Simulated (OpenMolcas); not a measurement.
Excited-state calculation of C6H10 (part 1 of 2)

System: C6H10 (1-methylcyclopentene), SMILES CC1=CCCC1.
Method: CASPT2/ANO-RCC-VDZ, DKH2 (OpenMolcas 26.06).

Some settings of this run were made unusual or wrong on purpose. The geometry comes from this level: PBE0-D4/def2-TZVP.

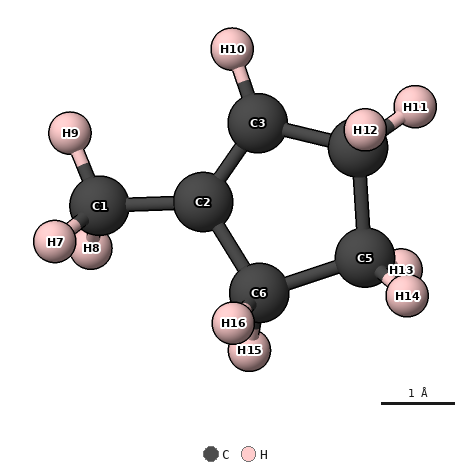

Fig. 1: The structure as given in the input (ball-and-stick view, seen at a tilt; atoms are numbered from 1 in the order of the input). Bond lengths as drawn: C–C 1.33 to 1.54 Å and C–H 1.08 to 1.10 Å.

### Input file
```
&GATEWAY
 COORD
 16
 angstrom
 C       -0.182550       0.153470       2.196680
 C        0.039290       0.039180       0.731770
 C        1.204510      -0.027810       0.091730
 C        1.039050      -0.203910      -1.387910
 C       -0.449080       0.116590      -1.605660
 C       -1.108990      -0.080680      -0.234400
 H       -0.752800      -0.702760       2.573510
 H       -0.768550       1.046860       2.437290
 H        0.759370       0.203610       2.745170
 H        2.172750      -0.007620       0.580790
 H        1.695560       0.444770      -1.975280
 H        1.281320      -1.233740      -1.682420
 H       -0.549170       1.163300      -1.904140
 H       -0.905320      -0.488430      -2.391050
 H       -1.901490       0.648610      -0.037670
 H       -1.573910      -1.071450      -0.138410
 BASIS=ANO-RCC-VDZ
 GROUP=NoSym
 RICD

&SEWARD

&RASSCF
 FILEORB=$CurrDir/step2.RasOrb
 SPIN=1
 NACTEL=8 0 0
 INACTIVE=19
 RAS2=7
 CIROOT=2 2 1
 ORBLISTING=Nothing
 ORBAPPEAR=Compact

&CASPT2
 MULTISTATE=all
 SHIFT=5
```

Run on 1 thread of Arm Neoverse N1, 98 GiB of memory available, shared host.

Run as:
```bash
export MOLCAS_MEM=1860
pymolcas step16.input > step16.log
```

### Output
```
--- Start Module: gateway ---

                                              &GATEWAY

                       available to each process: 1.9 GB of memory, 1 thread

++    Symmetry information:
      ---------------------

                    Character Table for C1

                             E
                    a        1  x, y, xy, Rz, z, xz, Ry, yz, Rx, I
--

++    Basis set information:
      ----------------------

      Basis set label: C.ANO-RCC...3S2P.

      Electronic valence basis set:
      ------------------
      Associated Effective Charge   6.000000 au
      Associated Actual Charge      6.000000 au
      Nuclear Model: Point charge

      Shell  nPrim  nBasis  Cartesian Spherical Contaminant
         s      14       3        X
         p       9       2        X

      Basis set label: H.ANO-RCC...2S.

      Electronic valence basis set:
      ------------------
      Associated Effective Charge   1.000000 au
      Associated Actual Charge      1.000000 au
      Nuclear Model: Point charge

      Shell  nPrim  nBasis  Cartesian Spherical Contaminant
         s       8       2        X
--

++    Molecular structure info:
      -------------------------

                    ************************************************
                    **** Cartesian Coordinates / bohr, angstrom ****
                    ************************************************

     Center  Label                x              y              z                     x              y              z
        1      C1              -0.344970       0.290016       4.151124             -0.182550       0.153470       2.196680
        2      C2               0.074247       0.074039       1.382845              0.039290       0.039180       0.731770
        3      C3               2.276194      -0.052553       0.173345              1.204510      -0.027810       0.091730
        4      C4               1.963520      -0.385334      -2.622770              1.039050      -0.203910      -1.387910
        5      C5              -0.848638       0.220323      -3.034258             -0.449080       0.116590      -1.605660
        6      C6              -2.095687      -0.152463      -0.442952             -1.108990      -0.080680      -0.234400
        7      H7              -1.422586      -1.328024       4.863229             -0.752800      -0.702760       2.573510
        8      H8              -1.452349       1.978279       4.605811             -0.768550       1.046860       2.437290
        9      H9               1.435001       0.384767       5.187619              0.759370       0.203610       2.745170
       10      H10              4.105902      -0.014400       1.097534              2.172750      -0.007620       0.580790
       11      H11              3.204144       0.840493      -3.732738              1.695560       0.444770      -1.975280
       12      H12              2.421344      -2.331431      -3.179313              1.281320      -1.233740      -1.682420
       13      H13             -1.037781       2.198318      -3.598303             -0.549170       1.163300      -1.904140
       14      H14             -1.710807      -0.922999      -4.518430             -0.905320      -0.488430      -2.391050
       15      H15             -3.593295       1.225695      -0.071186             -1.901490       0.648610      -0.037670
       16      H16             -2.974259      -2.024747      -0.261557             -1.573910      -1.071450      -0.138410

                    *************************************************
                    **** InterNuclear Distances / bohr, angstrom ****
                    *************************************************

     Atom centers         bohr        angstrom
   10 H10       3 C3      2.050223        1.084931
    9 H9        1 C1      2.061940        1.091132
   14 H14       5 C5      2.062350        1.091349
   13 H13       5 C5      2.065524        1.093028
   11 H11       4 C4      2.067325        1.093981
   15 H15       6 C6      2.068903        1.094816
    8 H8        1 C1      2.069604        1.095187
    7 H7        1 C1      2.070364        1.095589
   12 H12       4 C4      2.075243        1.098172
   16 H16       6 C6      2.076112        1.098631
    3 C3        2 C2      2.515449        1.331119
    2 C2        1 C1      2.808159        1.486014
    4 C4        3 C3      2.833154        1.499241
    6 C6        2 C2      2.844900        1.505456
    6 C6        5 C5      2.899822        1.534520
    5 C5        4 C4      2.905921        1.537747
   12 H12      11 H11     3.313632        1.753499
   16 H16      15 H15     3.314336        1.753871
    8 H8        7 H7      3.316442        1.754985
   14 H14      13 H13     3.322983        1.758447
    9 H9        7 H7      3.347340        1.771336
    9 H9        8 H8      3.348817        1.772117
    7 H7        2 C2      4.039723        2.137730
   10 H10       2 C2      4.042705        2.139308
    8 H8        2 C2      4.042788        2.139351
   16 H16       2 C2      4.049982        2.143158
    9 H9        2 C2      4.052717        2.144605
   12 H12       3 C3      4.056435        2.146573
   13 H13       6 C6      4.074504        2.156135
   13 H13       4 C4      4.078570        2.158286
   15 H15       2 C2      4.109913        2.174872
   11 H11       3 C3      4.112919        2.176463
   12 H12       5 C5      4.150334        2.196262
   16 H16       5 C5      4.152887        2.197613
   11 H11       5 C5      4.159030        2.200864
   15 H15       5 C5      4.162176        2.202529
   14 H14       6 C6      4.165499        2.204287
   14 H14       4 C4      4.169327        2.206313
   10 H10       4 C4      4.309067        2.280260
    6 C6        3 C3      4.416237        2.336972
    4 C4        2 C2      4.452564        2.356195
   13 H13      11 H11     4.455972        2.357999
   15 H15      13 H13     4.462870        2.361649
    5 C5        3 C3      4.486396        2.374099
    5 C5        2 C2      4.514855        2.389158
   14 H14      12 H12     4.566353        2.416410
   16 H16      14 H14     4.575055        2.421015
    6 C6        4 C4      4.613350        2.441280
    3 C3        1 C1      4.776042        2.527373
   10 H10       9 H9      4.901209        2.593608
    6 C6        1 C1      4.936226        2.612138
   11 H11      10 H10     4.987539        2.639292
    9 H9        3 C3      5.103117        2.700453
   12 H12      10 H10     5.147601        2.723993
   15 H15       8 H8      5.198493        2.750924
   14 H14      11 H11     5.280526        2.794334
   15 H15      14 H14     5.285700        2.797072
   16 H16       7 H7      5.399680        2.857388
   10 H10       1 C1      5.406232        2.860855
   15 H15       1 C1      5.408790        2.862209
    7 H7        6 C6      5.476364        2.897967
   13 H13       3 C3      5.502198        2.911638
    8 H8        6 C6      5.517603        2.919790
   13 H13       2 C2      5.528201        2.925398
   16 H16       3 C3      5.625473        2.976872
   16 H16       1 C1      5.634096        2.981435
   12 H12       2 C2      5.666430        2.998546
--

            Nuclear Potential Energy            234.49607884 au

--- Stop Module: gateway /rc=_RC_ALL_IS_WELL_ ---

--- Start Module: seward ---

                                              &SEWARD

                       available to each process: 1.9 GB of memory, 1 thread

               SEWARD will generate:
                  Multipole Moment integrals up to order  2
                  Kinetic Energy integrals
                  Nuclear Attraction integrals (point charge)
                  One-Electron Hamiltonian integrals
                  Velocity integrals
                  Relativistic Douglas-Kroll-Hess integrals:
                    - Parametrization         : EXP
                    - DKH order of Hamiltonian: 2
                    - DKH order of Properties : 0
                         - multipole moment operators
                         - electric potential operators
                         - contact operators
                  Orbital angular momentum around (  0.1372  -0.0008  -0.0526 )
                  Velocity quadrupole around (  0.1372  -0.0008  -0.0526 )
                  Atomic mean-field integrals
                  RI decomposed two-electron repulsion integrals stored Cholesky style
                   - acCD auxiliary basis
                   - CD Threshold:   1.00E-04

                   Integrals are discarded if absolute value <: 1.00E-14
                   Integral cutoff threshold is set to       <: 1.00E-16

            Nuclear Potential Energy            234.49607884 au

      Basis set specifications :
      Symmetry species         a
      Basis functions           74

--- Stop Module: seward /rc=_RC_ALL_IS_WELL_ ---
--- Module seward spent 2 seconds ---

--- Start Module: rasscf ---

                                              &RASSCF

                       available to each process: 1.9 GB of memory, 1 thread

      Header of the ONEINT file:
      --------------------------

      OrdInt status: non-squared

      Cartesian coordinates in angstrom:
      -----------------------------------------------------
      No.  Label        X            Y            Z
      -----------------------------------------------------
       1   C1        -0.18255000   0.15347000   2.19668000
       2   C2         0.03929000   0.03918000   0.73177000
       3   C3         1.20451000  -0.02781000   0.09173000
       4   C4         1.03905000  -0.20391000  -1.38791000
       5   C5        -0.44908000   0.11659000  -1.60566000
       6   C6        -1.10899000  -0.08068000  -0.23440000
       7   H7        -0.75280000  -0.70276000   2.57351000
       8   H8        -0.76855000   1.04686000   2.43729000
       9   H9         0.75937000   0.20361000   2.74517000
      10   H10        2.17275000  -0.00762000   0.58079000
      11   H11        1.69556000   0.44477000  -1.97528000
      12   H12        1.28132000  -1.23374000  -1.68242000
      13   H13       -0.54917000   1.16330000  -1.90414000
      14   H14       -0.90532000  -0.48843000  -2.39105000
      15   H15       -1.90149000   0.64861000  -0.03767000
      16   H16       -1.57391000  -1.07145000  -0.13841000
      -----------------------------------------------------
      Nuclear repulsion energy =  234.49607884

++    Wave function specifications:
      -----------------------------

      Number of closed shell electrons          38
      Number of electrons in active shells       8
      Max number of holes in RAS1 space          0
      Max nr of electrons in RAS3 space          0
      Number of inactive orbitals               19
      Number of active orbitals                  7
      Number of secondary orbitals              48
      Spin quantum number                      0.0
      State symmetry                             1
--

++    Orbital specifications:
      -----------------------

      Symmetry species                           1
                                                 a
      Frozen orbitals                            0
      Inactive orbitals                         19
      Active orbitals                            7
      RAS1 orbitals                              0
      RAS2 orbitals                              7
      RAS3 orbitals                              0
      Secondary orbitals                        48
      Deleted orbitals                           0
      Number of basis functions                 74
--

++    CI expansion specifications:
      ----------------------------

      Number of CSFs                           490
      Number of spin combinations              630
      Number of determinants                  1225
      Number of root(s) required                 2
      Root chosen for geometry opt.              2
      CI roots used                              1     2
      weights                                0.500 0.500
      highest root included in the CI            2
      max. size of the explicit Hamiltonian    200
--

++    Optimization specifications:
      ----------------------------

      RASSCF algorithm: LK RI/DF
      Maximum number of macro iterations       200
      Maximum number of SX iterations          100
      Threshold for RASSCF energy            1.000E-08
      Threshold for max MO rotation          1.000E-01
      Threshold for max BLB element          1.000E-04
      Level shift parameter                  5.000E-01
      Make Quasi-Newton update
--

      The MO-coefficients are taken from the file:
      step2.RasOrb
      Title: RASSCF average (pseudo-natural) orbitals

      Total molecular charge    0.00

      ************************************************************************************************************************
      *                                            Wave function control section                                             *
      ************************************************************************************************************************

                                         RASSCF iterations: Energy and convergence statistics
                                         ----------------------------------------------------

          iter iter root      energy       change     param      element    value   shift minimum  type update hh:mm:ss
 Nr of preliminary CI iterations:   4
        1   1    5    0  -232.97277799    0.00E+00   2.17E-04   16  25 1 -1.08E-05   0.29   0.00    SX    NO    0:00:00
        2   1    4    0  -232.97277799   -6.11E-09   1.08E-04   24  27 1 -6.61E-06   0.29   0.00    SX    NO    0:00:00
        3   1    4    0  -232.97277799   -1.77E-09   5.93E-05   24  27 1 -6.27E-06   0.29   0.00    SX    NO    0:00:00
        4   4    4    0  -232.97277806   -6.51E-08*  4.65E-05   24  27 1 -6.27E-06   0.29   0.00    SX    NO    0:00:00
        5   1    4    0  -232.97277806   -1.08E-09   1.19E-04   24  27 1 -5.92E-06   0.29   2.50    QN   YES    0:00:00
      Convergence after  5 iterations
        6   1    4    0  -232.97277806   -8.34E-10   1.19E-04   23  47 1 -8.32E-06   0.29   2.50    QN   YES    0:00:00

      ************************************************************************************************************************
                                                      Wave function printout:
                       occupation of active orbitals, and spin coupling of open shells (u,d: Spin up or down)
      ************************************************************************************************************************

      Note: transformation to natural orbitals
      has been made, which may change the order of the CSFs.

      printout of CI-coefficients larger than  0.05 for root  1
      energy=    -233.094867
      conf/sym  1111111     Coeff  Weight
             1  2222000   0.97350 0.94769
             6  2220020  -0.17930 0.03215
            57  u22d020  -0.06968 0.00485
            85  2202002  -0.08426 0.00710

      printout of CI-coefficients larger than  0.05 for root  2
      energy=    -232.850689
      conf/sym  1111111     Coeff  Weight
             2  222ud00   0.98904 0.97820
            86  220ud02  -0.08598 0.00739

      Natural orbitals and occupation numbers for root  1
      sym 1:   1.999894   1.999116   1.980216   1.921438   0.000224   0.079481   0.019633

      Natural orbitals and occupation numbers for root  2
      sym 1:   1.994502   1.996929   1.980049   0.987881   1.008731   0.012607   0.019302

      ************************************************************************************************************************
      *                                                    Final results                                                     *
      ************************************************************************************************************************

++    Final optimization conditions:
      ------------------------------

      Average CI energy                            -232.97277806
      RASSCF energy for state  2                   -232.85068935
      Super-CI energy                                -0.00000000
      RASSCF energy change                            0.00000000
      Max change in MO coefficients               1.137E-04
      Max non-diagonal density matrix element     1.187E-04
      Maximum BLB matrix element                 -8.318E-06
      (orbital pair  23,  47 in symmetry   1)
      Norm of electronic gradient            1.335E-01
--

      Final state energy(ies):
      ------------------------

::    RASSCF root number  1 Total energy:   -233.09486677
::    RASSCF root number  2 Total energy:   -232.85068935
      Von Neumann Entropy (Root   1) =  0.32233
```
